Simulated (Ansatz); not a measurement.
**[AlH4]− (SMILES [AlH4-]): levels of theory compared**

Wanted: a comparison of 6 runs (UHF/3-21G, HSE06/6-31G, r2SCAN/6-31G, revPBE/3-21G, BCCD(T)/6-31G, CCSD/6-31G) of [AlH4]−. 

Program for the calculation: Ansatz 0.2.0.

2 further runs of the same task are left out: 2 set aside as unsound or not needed.

## (1) The system as given

The species is [AlH4]− (5 atoms), meant as a singlet with charge -1. SMILES: `[AlH4-]`. The H2–Al1 distance was set to 4.069 Å, away from the relaxed value. At this shape a bond of the SMILES string is far longer than usual.

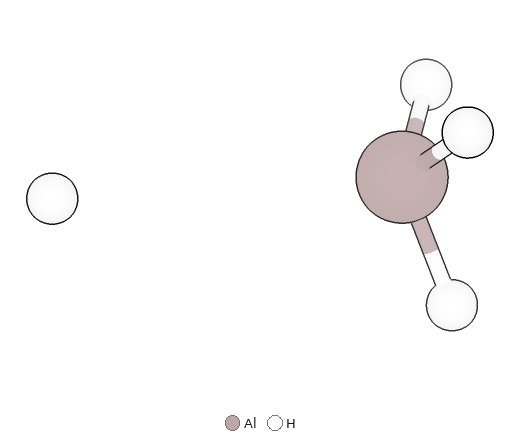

The structure, seen from a chosen angle (aluminium light grey, hydrogen white).

## (2) A single-point energy at UHF/3-21G (run 1)

job.yaml reads:

```yaml
crystal:
  periodic: [false, false, false]
  atoms:
    - {symbol: Al, position_ang: [-2.165335, 0.756562, -0.837323]}
    - {symbol: H, position_ang: [1.443510, -0.504270, 0.556410]}
    - {symbol: H, position_ang: [-3.348285, 0.152002, 0.102887]}
    - {symbol: H, position_ang: [-2.369155, 0.239372, -2.366953]}
    - {symbol: H, position_ang: [-2.221985, 2.382352, -0.799993]}
basis:
  gaussian: {orbitals: 3-21G.json}
total_charge: -1
magnetization: {spin_polarized: true}
hamiltonian: {xc: hf}
accuracy: high
```

The basis set 3-21G is read from a file made from the Basis Set Exchange's data (not shown).

On the command line:

```sh
$ ansatz run job.yaml --threads 1 --pin off --max-ram 2610MiB --events-out events.jsonl --progress --plain --runs-dir runs
```

Log:

```text
Warning: RAYON_NUM_THREADS=1 ignored (pool sized by the plan → 1); use --threads N
Functional definition: HF
  name "HF"
  exchange = exact_x
  correlation = 0
408 factors; integrals over basis functions are off by at most 3.9e-9 eV
mean field evaluation 1: about -6603.4060 eV, gradient 8.9e0 eV
mean field evaluation 2: about -6603.4074 eV, gradient 8.9e0 eV
mean field evaluation 4: about -6604.9179 eV, gradient 5.3e-1 eV
mean field evaluation 8: about -6604.9208 eV, gradient 6.9e-4 eV
mean field evaluation 16: about -6604.9208 eV, gradient 1.4e-6 eV
mean field evaluation 32: about -6606.1804 eV, gradient 2.3e-7 eV
mean field -6606.18041513 eV, -242.7726524260 hartree, gradient 2.3e-8 eV, S^2 0.937370; 2 other end points of the search recorded, 0 dependent functions left out
reference -6606.18041513 eV, -242.7726524260 hartree; 9, 9 occupied and 12, 12 virtual orbitals, 408 factors
Total energy: -6606.18041513 eV, -242.7726524260 hartree
```

It took 0.2 s on 1 thread of Arm Neoverse V1, shared host.

## (3) A single-point energy at HSE06/6-31G (run 2)

run.yaml reads:

```yaml
basis:
  gaussian:
    orbitals: 6-31G
crystal:
  periodic: [false, false, false]
  atoms:
    - {symbol: Al, position_ang: [-2.165335, 0.756562, -0.837323]}
    - {symbol: H, position_ang: [1.443510, -0.504270, 0.556410]}
    - {symbol: H, position_ang: [-3.348285, 0.152002, 0.102887]}
    - {symbol: H, position_ang: [-2.369155, 0.239372, -2.366953]}
    - {symbol: H, position_ang: [-2.221985, 2.382352, -0.799993]}
total_charge: -1
hamiltonian:
  xc: {name: HSE06}
accuracy: high
```

On the command line:

```sh
$ ansatz run run.yaml --threads 1 --pin off --max-ram 2610MiB --events-out events.jsonl --progress --plain --runs-dir runs
```

Log:

```text
Warning: RAYON_NUM_THREADS=1 ignored (pool sized by the plan → 1); use --threads N
Functional definition: HSE06
  name "HSE06"
  parameter a = 0.25
  parameter omega = 0.11/bohr
  exchange = pbe_x - a*pbe_x_sr(omega) + a*exact_x_sr(omega)
  correlation = pbe_c
467 factors; integrals over basis functions are off by at most 4.8e-9 eV
95 factors; integrals over basis functions are off by at most 1.1e-9 eV
mean field evaluation 1: about -6652.1335 eV, gradient 1.5e1 eV
mean field evaluation 2: about -6638.8850 eV, gradient 2.4e1 eV
mean field evaluation 4: about -6654.4309 eV, gradient 2.0e0 eV
mean field evaluation 8: about -6654.4577 eV, gradient 4.4e-1 eV
mean field evaluation 16: about -6654.4545 eV, gradient 1.7e-5 eV
mean field -6654.45452651 eV, -244.5466932979 hartree, gradient 2.0e-8 eV, S^2 0.000000; 0 other end points of the search recorded, 0 dependent functions left out
reference -6654.45453051 eV, -244.5466934451 hartree; 9, 9 occupied and 12, 12 virtual orbitals, 467 factors
Total energy: -6654.45453051 eV, -244.5466934451 hartree
```

It took 1.3 s on 1 thread of Arm Neoverse V1, shared host; peak memory 0.092 GiB.

Runs 3 to 5 aren't shown in full; the table further down has their settings and results.

## (4) The energy at CCSD/6-31G (run 6)

run.yaml, as its differences from that of step 3:

```diff
@@ -1,4 +1 @@
-basis:
-  gaussian:
-    orbitals: 6-31G
 crystal:
@@ -11,5 +8,14 @@
     - {symbol: H, position_ang: [-2.221985, 2.382352, -0.799993]}
+basis:
+  gaussian:
+    orbitals: 6-31G
+magnetization:
+  spin_polarized: false
+  initial_magnetization: 0
+scf:
+  omitted_lower_state_checks: [cluster_reference, increment]
+accuracy: high
 total_charge: -1
-hamiltonian:
-  xc: {name: HSE06}
-accuracy: high
+correlation:
+  method: ccsd
+  frozen_orbitals: {Al: 5, H: 0}
```

On the command line:

```sh
$ ansatz run run.yaml --threads 1 --pin off --max-ram 2610MiB --events-out events.jsonl --progress --plain --runs-dir runs
```

Log (excerpt; [...] marks lines left out):

```text
Warning: RAYON_NUM_THREADS=1 ignored (pool sized by the plan → 1); use --threads N
Functional definition: HF
  name "HF"
[...]
467 factors; integrals over basis functions are off by at most 4.8e-9 eV
[...]
mean field -6640.83206593 eV, -244.0460771054 hartree, gradient 6.5e-8 eV, S^2 0.000000; 0 other end points of the search recorded, 0 dependent functions left out; unrestricted orbitals would lower it
5 core orbitals not correlated: weight in the atoms' cores, before any rotation towards them, 1.000 or more for the frozen orbitals, at most 0.000 for the correlated occupied ones
reference -6640.83206593 eV, -244.0460771054 hartree; 4, 4 occupied and 12, 12 virtual orbitals, 467 factors
second order -1.70744825 eV of doubles, -0.00000000 eV of singles
cycle   1  -2.13507108 eV  change   -4.3e-1 eV  update   1.5e-1
[...]
cycle  26  -2.81544071 eV  change  -1.5e-10 eV  update  1.6e-10
Total energy: -6643.64750665 eV, -244.1495426432 hartree
Checks for a lower state left out: cluster_reference, increment
```

Run time: 0.24 s. Hardware: 1 thread of Arm Neoverse V1, shared host.

## (5) Overview of the runs

```
run          level  frozen core orbitals  energy (Eh)  wall time
  1      UHF/3-21G                     –  -242.772652      0.2 s
  2    HSE06/6-31G                     –  -244.546693      1.3 s
  3   r2SCAN/6-31G                     –  -244.650214      2.3 s
  4   revPBE/3-21G                     –  -243.302946     0.93 s
  5  BCCD(T)/6-31G                     5  -244.153015     0.28 s
  6     CCSD/6-31G                     5  -244.149543     0.24 s
```

## (6) What came out

```
                                          quantity          value
                               run 6: total energy  -244.14954 Eh
run 6: correlation energy (5 core orbitals frozen)     -103.5 mEh
                              run 6: T1 diagnostic          0.115
```

What this shows: Totals of different functionals can't be ranked against each other. In run 6 the T1 diagnostic is large, so a single reference may not serve. In runs 5, 6 the log says that unrestricted orbitals would lower the reference, so the values rest on an unstable closed-shell determinant (other closed-shell runs at this shape may share the fault). Spin contamination of the reference: run 1 ⟨S²⟩ = 0.94. Where it is this large, the reference is a mixture of spin states, and values that rest on it are in doubt. All runs together took 5.2 s, the longest 2.3 s.
